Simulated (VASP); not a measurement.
Band structure of TaSi (relaxed from the WC structure, space group P-6m2). These are PBEsol GGA, VASP's PBE PAW potentials (set 64) (plane waves; VASP) values and carry that method's errors.

Unless said otherwise, spin-orbit coupling is left out, though it shifts the bands of the heavy elements here.

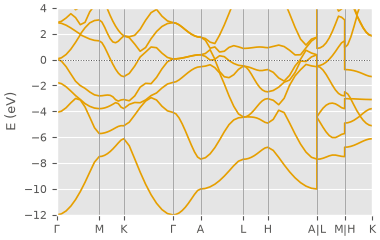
*Bands along high-symmetry lines, zero at the valence-band maximum or, without a gap, the Fermi level*

Read the plot: is there a gap, and where are the band edges?

It has no gap at this level: it comes out as a metal or semimetal. (Edges off the drawn lines would not show.)

The structure was generated: TaSi was put into the WC type (P-6m2), which need not be its known phase. It was relaxed first, which changed the volume by -12 %. The electron count is odd and the run is not spin-polarised, which forces a metal.
